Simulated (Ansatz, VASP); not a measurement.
# NbSi in two plane-wave programs, part 2 of 2

One calculation is typed for both programs; each brings its own data sets and cutoff. How far apart do they land? The cell is invented: As first built, before any earlier steps moved the atoms: it takes the TaC structure with all of its atoms replaced by other elements, volume scaled by an estimate. It may not be a known or stable phase. The cell comes out of the VASP series on this material, whose earlier steps may have relaxed, scaled or displaced it; both programs get it as it stands.

VASP 6.6.1 and Ansatz 0.2.0.

So far: The structure; Ansatz: band structure, HSE06.

**3. VASP: band structure, HSE06**

Level of this step: HSE06; plane waves and PAW (Nb_sv, Si); invented cell (VASP).

The same cell, functional, mesh and smearing now go to VASP, with its own data sets and cutoff.

Lines of VASP's logs that name or quote its potential files are left out, and so is its time.

INCAR reads:

```
SYSTEM = NbSi
PREC = Accurate
ENCUT = 400
EDIFF = 1E-06
NELM = 100
ISMEAR = 0
SIGMA = 0.02
LREAL = .FALSE.
ALGO = Normal
LHFCALC = .TRUE.
AEXX = 0.25
GGA = PE
HFSCREEN = 0.2
LASPH = .TRUE.
PRECFOCK = Fast
LORBIT = 11
LWAVE = .FALSE.
LCHARG = .FALSE.
KPAR = 4
```

POSCAR reads:

```
NbSi
1.0
    0.0000000000      2.5712175395      2.5712175395
    2.5712175395      0.0000000000      2.5712175395
    2.5712175395      2.5712175395      0.0000000000
Nb Si
1 1
Direct
    0.0000000000      0.0000000000      0.0000000000
    0.5000000000      0.5000000000      0.5000000000
```

KPOINTS reads:

```
Automatic mesh
0
Gamma
5 5 5
0 0 0
```

KPOINTS_OPT reads:

```
Line mode
10
Line-mode
Reciprocal
  0.00000000   0.00000000   0.00000000 GAMMA
  0.50000000   0.00000000   0.50000000 X

  0.50000000   0.00000000   0.50000000 X
  0.50000000   0.25000000   0.75000000 W

  0.50000000   0.25000000   0.75000000 W
  0.37500000   0.37500000   0.75000000 K

  0.37500000   0.37500000   0.75000000 K
  0.00000000   0.00000000   0.00000000 GAMMA

  0.00000000   0.00000000   0.00000000 GAMMA
  0.50000000   0.50000000   0.50000000 L

  0.50000000   0.50000000   0.50000000 L
  0.62500000   0.25000000   0.62500000 U

  0.62500000   0.25000000   0.62500000 U
  0.50000000   0.25000000   0.75000000 W

  0.50000000   0.25000000   0.75000000 W
  0.50000000   0.50000000   0.50000000 L

  0.50000000   0.50000000   0.50000000 L
  0.37500000   0.37500000   0.75000000 K

  0.62500000   0.25000000   0.62500000 U
  0.50000000   0.00000000   0.50000000 X
```

The projector-augmented-wave data sets are Nb_sv and Si (PBE family, release 64).

Run with:

```bash
mpirun -np 4 vasp_std
```

Numbers of over 12 decimals in the logs are rounded to 6 here.

Log:

```text
[banner, memory and clock lines left out]
running    4 mpi-ranks, on    1 nodes
 distrk:  each k-point on    1 cores,    4 groups
 distr:  one band on    1 cores,    1 groups

 POSCAR found type information on POSCAR NbSi
 POSCAR found :  2 types and       2 ions
 LDA part: xc-table for (Slater+PW92), standard interpolation
 found WAVECAR, reading the header
 POSCAR, INCAR and KPOINTS ok, starting setup
 FFT: planning ... GRIDC
 FFT: planning ... GRID_SOFT
 FFT: planning ... GRID
 reading WAVECAR
 the WAVECAR file was read successfully
 initial charge from wavefunction
 entering main loop
       N       E                     dE             d eps       ncg     rms          rms(c)
DAV:   1    -0.187032110836E+02   -0.18703E+02   -0.47747E-01   356   0.707E+00    0.314E+00
DAV:   2    -0.186922534881E+02    0.10958E-01   -0.27911E-02   324   0.213E+00    0.184E+00
DAV:   3    -0.186906301916E+02    0.16233E-02   -0.15453E-02   364   0.117E+00    0.103E+00
DAV:   4    -0.186908309695E+02   -0.20078E-03   -0.10016E-03   312   0.231E-01    0.591E-01
DAV:   5    -0.186906568809E+02    0.17409E-03   -0.21990E-04   288   0.136E-01    0.332E-01
DAV:   6    -0.186906360758E+02    0.20805E-04   -0.96366E-05   324   0.675E-02    0.184E-01
DAV:   7    -0.186906316355E+02    0.44403E-05   -0.87754E-06   280   0.225E-02    0.104E-01
DAV:   8    -0.186906287272E+02    0.29083E-05   -0.27042E-06   256   0.154E-02    0.585E-02
DAV:   9    -0.186906283380E+02    0.38919E-06   -0.80604E-07   132   0.786E-03
   1 F= -.18690628E+02 E0= -.18690239E+02  d E =-.778888E-03
 Start KPOINTS_OPT (optional k-point list driver)
k-point batch [1-10\100]
       N       E                     dE             ncg
DAV:   1    -0.460963852419E+03   -0.36388E+04      240
DAV:   2    -0.180483218012E+04   -0.13439E+04      300
DAV:   3    -0.188497172804E+04   -0.80140E+02      360
DAV:   4    -0.189041613356E+04   -0.54444E+01      380
DAV:   5    -0.189080009700E+04   -0.38396E+00      392
DAV:   6    -0.189082935021E+04   -0.29253E-01      368
DAV:   7    -0.189083199020E+04   -0.26400E-02      376
DAV:   8    -0.189083228773E+04   -0.29753E-03      372
DAV:   9    -0.189083232331E+04   -0.35580E-04      272
DAV:  10    -0.189083232811E+04   -0.48023E-05      252
DAV:  11    -0.189083232910E+04   -0.98502E-06      204
[...]
k-point batch [91-100\100]
       N       E                     dE             ncg
DAV:   1    -0.573917205693E+03   -0.66057E+04      240
DAV:   2    -0.184172920764E+04   -0.12678E+04      308
DAV:   3    -0.190839688717E+04   -0.66668E+02      388
DAV:   4    -0.191316076473E+04   -0.47639E+01      364
DAV:   5    -0.191354113485E+04   -0.38037E+00      424
DAV:   6    -0.191357770538E+04   -0.36571E-01      404
DAV:   7    -0.191358161708E+04   -0.39117E-02      420
DAV:   8    -0.191358210933E+04   -0.49224E-03      380
DAV:   9    -0.191358217492E+04   -0.65593E-04      360
DAV:  10    -0.191358218431E+04   -0.93938E-05      264
DAV:  11    -0.191358218575E+04   -0.14330E-05      240
DAV:  12    -0.191358218597E+04   -0.22386E-06      232
```

Parts of OUTCAR (step 3):

```text
ion  position               nearest neighbor table
   1  0.000  0.000  0.000-   2 2.57   2 2.57   2 2.57   2 2.57   2 2.57   2 2.57
   2  0.500  0.500  0.500-   1 2.57   1 2.57   1 2.57   1 2.57   1 2.57   1 2.57

  LATTYP: Found a face centered cubic cell.
 ALAT       =     5.1424350790

 Subroutine GETGRP returns: Found 48 space group operations
 (whereof 48 operations were pure point group operations)

The static configuration has the point symmetry O_h .

 Found     10 irreducible k-points:

   k-points           NKPTS =     10   k-points in BZ     NKDIM =    125   number of bands    NBANDS=     12

   dimension x,y,z NGX =    24 NGY =   24 NGZ =   24
   dimension x,y,z NGXF=    48 NGYF=   48 NGZF=   48

   ENCUT  =  400.0 eV  29.40 Ry    5.42 a.u.   5.93  5.93  5.93*2*pi/ulx,y,z

   NELECT =      17.0000    total number of electrons

 k-points in reciprocal lattice and weights: Automatic mesh
   0.00000000  0.00000000  0.00000000       0.008
   0.20000000  0.00000000  0.00000000       0.064
   0.40000000  0.00000000  0.00000000       0.064
   0.20000000  0.20000000  0.00000000       0.048
   0.40000000  0.20000000  0.00000000       0.192
  -0.40000000  0.20000000  0.00000000       0.192
  -0.20000000  0.20000000  0.00000000       0.096
   0.40000000  0.40000000  0.00000000       0.048
  -0.40000000  0.40000000  0.00000000       0.096
  -0.40000000  0.40000000  0.20000000       0.192

  exchange ACFDT corr.  =         0.00000000  see jH, gK, PRB 81, 115126

 average (electrostatic) potential at core
       1 -73.7509       2 -74.9195

 E-fermi :  10.1216

 k-point     1 :       0.0000    0.0000    0.0000
  band No.  band energies     occupation
    ...
      6       8.8657      2.00000
      7       8.8657      2.00000
      8       8.8657      2.00000
      9       9.2968      2.00000
     10       9.2968      2.00000
     11      12.9859      0.00000
     12      12.9859      0.00000

 k-point     2 :       0.2000    0.0000    0.0000
  band No.  band energies     occupation
    ...
      6       7.3287      2.00000
      7       7.8402      2.00000
      8       7.8402      2.00000
      9       9.7582      2.00000
     10       9.7582      2.00000
     11      12.5636      0.00000
     12      15.2935      0.00000

 k-point     3 :       0.4000    0.0000    0.0000
  band No.  band energies     occupation
    ...
      4     -23.6672      2.00000
      5       1.0961      2.00000
      6       4.4126      2.00000
      7       6.6098      2.00000
      8       6.6098      2.00000
      9      11.5877      0.00000
     10      11.5878      0.00000
     11      13.0069      0.00000
     12      16.0374      0.00000

  energy-cutoff  :      400.00
  volume of cell :       34.00
      direct lattice vectors                 reciprocal lattice vectors
     0.000000000  2.571217540  2.571217540    -0.194460403  0.194460403  0.194460403
     2.571217540  0.000000000  2.571217540     0.194460403 -0.194460403  0.194460403
     2.571217540  2.571217540  0.000000000     0.194460403  0.194460403 -0.194460403

 POSITION                                       TOTAL-FORCE (eV/Angst)
 -----------------------------------------------------------------------------------
      0.00000      0.00000      0.00000         0.000000      0.000000      0.000000
      2.57122      2.57122      2.57122        -0.000000     -0.000000     -0.000000
 -----------------------------------------------------------------------------------
    total drift:                                0.000000     -0.000001      0.000001

  FREE ENERGIE OF THE ION-ELECTRON SYSTEM (eV)
  ---------------------------------------------------
  free  energy   TOTEN  =       -18.6906283380 eV

  energy  without entropy=      -18.6898494505  energy(sigma->0) =      -18.69023889

 total charge
# of ion       s       p       d       tot
------------------------------------------
    1        2.133   6.008   2.516  10.657
    2        0.804   0.989   0.000   1.793
--------------------------------------------------
tot          2.937   6.997   2.516  12.451

[... 3 further parts left out ...]
```

**4. Comparison**

Known differences besides the PAW data sets themselves: exact exchange at q = 0 is treated differently, which shows on coarse meshes; VASP keeps PBE cores, Ansatz makes them for the functional; the cutoff is 420 eV in Ansatz and 400 eV in VASP; VASP takes a coarser grid for exact exchange (PRECFOCK = Fast). Total energies have different zeros and are not compared.

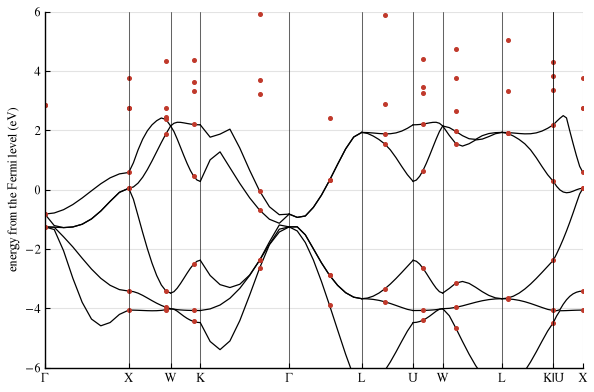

Bands from VASP (lines) and levels from Ansatz (dots). Dots without a line are higher empty bands that the VASP plot leaves out.

Levels from 3 eV below to 2 eV above the Fermi level differ by 3 meV r.m.s. and 8 meV at most; each VASP level is matched to the nearest of Ansatz, which flatters the figure a little.

**5. Summary of results**

```yaml
r_m_s_difference_of_levels_near_the_fermi_level_band_structure_hse06: 3.4 meV
```

**Reading.** The r.m.s. difference of levels near the Fermi level is 3.4 meV (band structure, HSE06), within the 80 meV picked in this series as the mark of a large difference. Differences of this kind measure data sets and numerical settings, not the functional's error against experiment.

[Lines on the potential files, build, host, timing and source positions are cut from VASP's logs without a mark.]

[Logs are printed without paths, hosts, clocks, repeated set-up lines and the standing remarks that a program may print on its own settings, such as how far it seeks lower states.]

[Hosts, paths, dates, database ids (printed as entryN), source tags and the programs' standing remarks are cut or masked in the printed files.]
